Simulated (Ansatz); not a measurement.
## Electronic structure of Cl$_{2}$FH$_{5}$HfN$_{2}$ in real space

Input file:

```
crystal:
  periodic: [false, false, false]
  atoms:
    - { symbol: Hf, position_ang: [0.182984, 0.118762, -0.008431] }
    - { symbol: Cl, position_ang: [0.264986, -0.070648, 2.469013] }
    - { symbol: "N", position_ang: [2.007199, -0.068929, -0.787953] }
    - { symbol: H, position_ang: [2.706372, -0.772038, -0.49829] }
    - { symbol: H, position_ang: [2.410804, 0.546762, -1.511635] }
    - { symbol: Cl, position_ang: [-0.717265, 2.089874, -0.903935] }
    - { symbol: "N", position_ang: [-0.819738, -1.463944, -0.678722] }
    - { symbol: H, position_ang: [-1.788684, -1.523122, -0.318707] }
    - { symbol: H, position_ang: [-0.611321, -2.236708, -1.32026] }
    - { symbol: F, position_ang: [-2.719209, -0.390685, 1.16396] }
    - { symbol: H, position_ang: [-2.216726, -0.436824, 1.95446] }
basis:
  gaussian: { orbitals: def2-SVP }
hamiltonian:
  xc: lda
relax:
  f_tol: 0.03
  max_steps: 50
output:
  orbitals: {}
```

Command:

```sh
ansatz run input.yaml --threads 4 --pin off --max-ram 5120MiB --backend cpu --events-out ev --progress --plain --runs-dir out
```

The fields are those of the run's last geometry, not of the input's.

Core potentials replace the inner electrons of Hf.

All numbers below come from RKS LDA/def2-SVP in Ansatz.

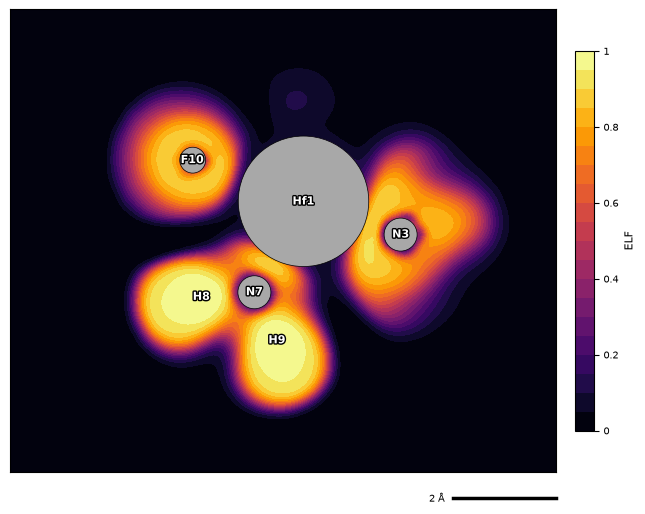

Figure 1. ELF on the plane of atoms H8, N7 and H9. Grey discs cover the atomic cores.

### Interpret the plot.

The plane passes through Hf, N, H and F nuclei. Hf–N (2.00 Å): the ELF peaks at about 0.90 in the valence shell of N, 0.6 Å from its nucleus, and drops to about 0.25 between the two atoms. Hf–F (2.30 Å): the ELF is about 0.10 at the midpoint. N–H (1.03 Å): the ELF climbs to about 1 towards the hydrogen, as it does in any bond to H: a covalent bond by its length.

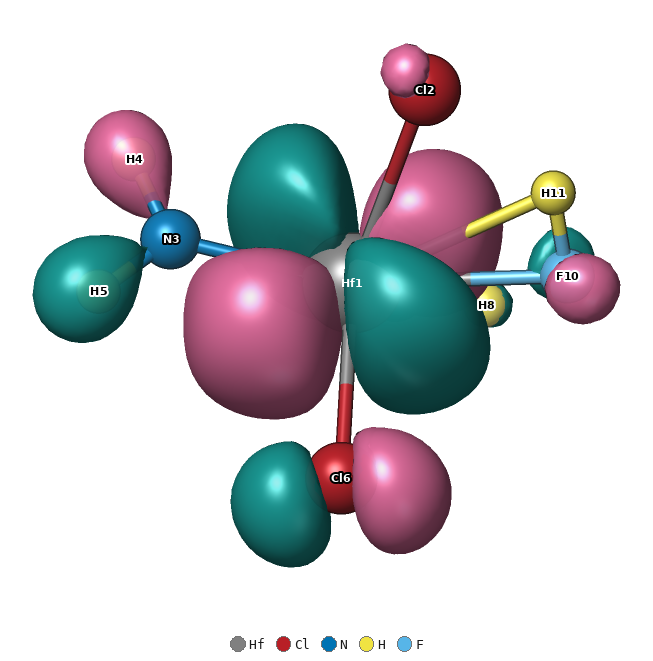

Figure 2. The LUMO at ±0.1 Å⁻³ᐟ² (teal and pink are the two phases), seen from one side.

### What is the character of this orbital?

By Hirshfeld shares it lies mainly on Hf1 (about 65 %), Cl6 (about 10 %) and N3 (about 5 %). Its energy is −1.99 eV.

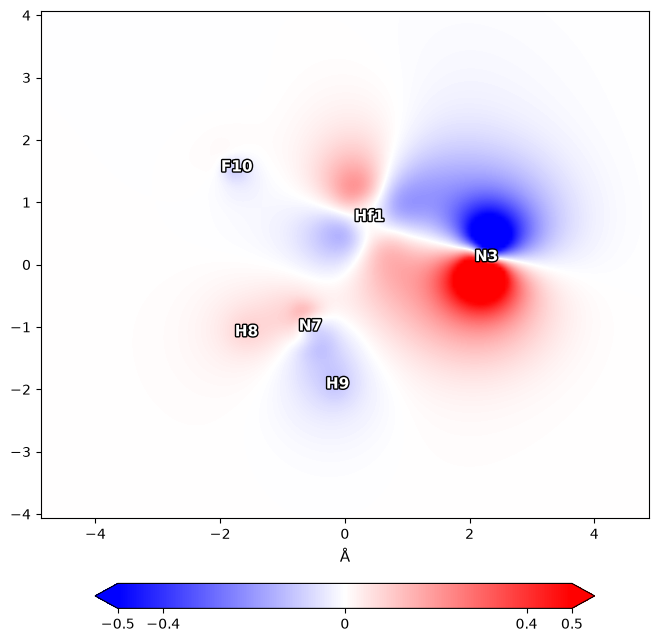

Figure 3. The HOMO−1 on the plane of atoms H8, N7 and H9 (values in Å⁻³ᐟ²; the overall sign is arbitrary).

### What is the character of this orbital?

Its weight (Hirshfeld) is mainly on N3 (about 60 %), Hf1 (about 15 %) and N7 (about 5 %). Its energy is −6.59 eV.
